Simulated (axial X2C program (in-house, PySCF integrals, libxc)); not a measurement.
# Linear HTiF at several levels

Aim: the two bond lengths and stretching wavenumbers of linear HTiF, with and without spin–orbit coupling, at PBE0, HF, PBE, MP2.

Method: all-electron X2C, two-component (2c) or spin-free, H dyall-v3z, Ti dyall-v3z, F dyall-av3z; program: an in-house X2C program for linear molecules on PySCF integrals.

All values are calculated.

2 further runs of the same task are left out: 2 set aside as unsound or not needed.

### Step 1. Set-up

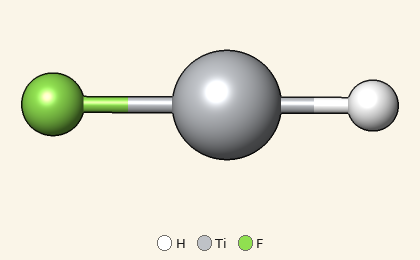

The atoms on one line, bonds 1.680 and 2.000 Å (hydrogen white, titanium light grey, fluorine green).

The input, task.json:

```json
{"zs": [1, 22, 9], "q": 0, "bas": ["dyall-v3z", "dyall-v3z", "dyall-av3z"], "r0": [1.68, 2.0], "symm": 0, "scan": ["PBE0", "HF", "PBE"], "levels": ["PBE0", "HF", "TPSSh"], "nst": 2}
```

Keys: zs atomic numbers; q charge; bas basis sets; r0 starting distance in Å; symm equal bonds; scan levels of the two-bond scan (MP2 follows by itself at each HF point); levels methods; nst determinants followed.

Command:

```bash
$ python solin.py task.json out
```

Masses H 1.008, Ti 47.948, F 18.998 u.

### Step 2. Scan at PBE0, 2c

State: Ω = 1 (beyond evenly filled blocks: ω = -1/2, ω = 3/2). Energies above the lowest point, from the job's result record:

| r(H–Ti) (Å) | r(Ti–F) (Å) | E (meV) |
| --- | --- | --- |
| 1.7657 | 1.7804 | 33.19 |
| 1.7657 | 1.8260 | 9.29 |
| 1.7657 | 1.8716 | 30.35 |
| 1.8110 | 1.7804 | 21.25 |
| 1.8110 | 1.8260 | 0.00 |
| 1.8110 | 1.8716 | 23.37 |
| 1.8110 | 1.9173 | 82.18 |
| 1.8563 | 1.7804 | 28.10 |
| 1.8563 | 1.8260 | 9.29 |
| 1.8563 | 1.8716 | 34.78 |
| 1.9016 | 1.8260 | 34.44 |
| 1.9016 | 1.9173 | 124.21 |

A quadratic surface with cubic terms in each bond gives the minimum at 1.811 and 1.823 Å, force constants 1.44, 3.47 and coupling 0.16 mdyn/Å.

### Step 3. Scan at HF, 2c

State: Ω = 1 (beyond evenly filled blocks: ω = -1/2, ω = 3/2). Energies above the lowest point, from the job's result record:

| r(H–Ti) (Å) | r(Ti–F) (Å) | E (meV) |
| --- | --- | --- |
| 1.7657 | 1.7804 | 119.19 |
| 1.7657 | 1.8260 | 48.02 |
| 1.7657 | 1.8716 | 27.41 |
| 1.8110 | 1.7804 | 92.39 |
| 1.8110 | 1.8260 | 22.87 |
| 1.8110 | 1.8716 | 3.56 |
| 1.8110 | 1.9173 | 24.75 |
| 1.8563 | 1.7804 | 86.30 |
| 1.8563 | 1.8260 | 18.20 |
| 1.8563 | 1.8716 | 0.00 |
| 1.9016 | 1.8260 | 31.14 |
| 1.9016 | 1.9173 | 36.72 |

A quadratic surface with cubic terms in each bond gives the minimum at 1.843 and 1.868 Å, force constants 1.44, 3.17 and coupling 0.09 mdyn/Å.

### Step 4. Scan at PBE, 2c

State: Ω = 1 (beyond evenly filled blocks: ω = -1/2, ω = 3/2). Energies above the lowest point, from the job's result record:

| r(H–Ti) (Å) | r(Ti–F) (Å) | E (meV) |
| --- | --- | --- |
| 1.7657 | 1.7804 | 34.72 |
| 1.7657 | 1.8260 | 9.15 |
| 1.7657 | 1.8716 | 27.93 |
| 1.8110 | 1.7804 | 22.62 |
| 1.8110 | 1.8260 | 0.00 |
| 1.8110 | 1.8716 | 21.37 |
| 1.8110 | 1.9173 | 77.59 |
| 1.8563 | 1.7804 | 28.70 |
| 1.8563 | 1.8260 | 8.81 |
| 1.8563 | 1.8716 | 32.58 |
| 1.9016 | 1.8260 | 32.91 |
| 1.9016 | 1.9173 | 119.21 |

A quadratic surface with cubic terms in each bond gives the minimum at 1.811 and 1.825 Å, force constants 1.39, 3.39 and coupling 0.19 mdyn/Å.

### Step 5. Comparison

| level | r(H–Ti) (Å) | r(Ti–F) (Å) | lower stretch (cm⁻¹) | upper stretch (cm⁻¹) |
| --- | --- | --- | --- | --- |
| PBE0, 2c | 1.811 | 1.823 | 654.9 | 1570.7 |
| HF, 2c | 1.843 | 1.868 | 626.5 | 1572.1 |
| PBE, 2c | 1.811 | 1.825 | 647.2 | 1543.1 |
| MP2, 2c | 1.793 | 1.829 | 646.9 | 1639.0 |
| PBE0, spin-free | 1.810 | 1.823 | 655.1 | 1571.1 |
| HF, spin-free | 1.842 | 1.868 | 626.9 | 1572.7 |
| PBE, spin-free | 1.811 | 1.825 | 647.4 | 1543.5 |
| MP2, spin-free | 1.793 | 1.829 | 647.1 | 1639.0 |

Scans not shown above were run alike.

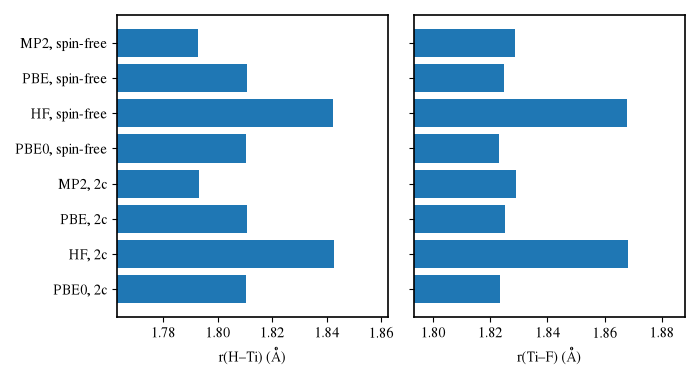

The two bond lengths by level.

What this shows: Over the levels the H–Ti bond spans 1.793 to 1.843 Å and the Ti–F bond 1.823 to 1.868 Å. At PBE0 spin–orbit coupling leaves both bonds unchanged to 0.001 Å. Each state is one determinant, the lowest of a limited PBE0 search; the stretches come from a fit to few points and are good to some per cent at best. MP2 freezes inner shells (threshold -2 hartree). The molecule was held linear; bending was not examined, so a bent shape may lie lower. Open-shell Ω = 0 determinants with evenly filled partner blocks cannot be reached by this program, so the Ω shown need not be the lowest component. Note: functional without a current term on a determinant with orbital currents, of the molecule or an atom. Note: several unpaired electrons, one determinant need not be a pure state.
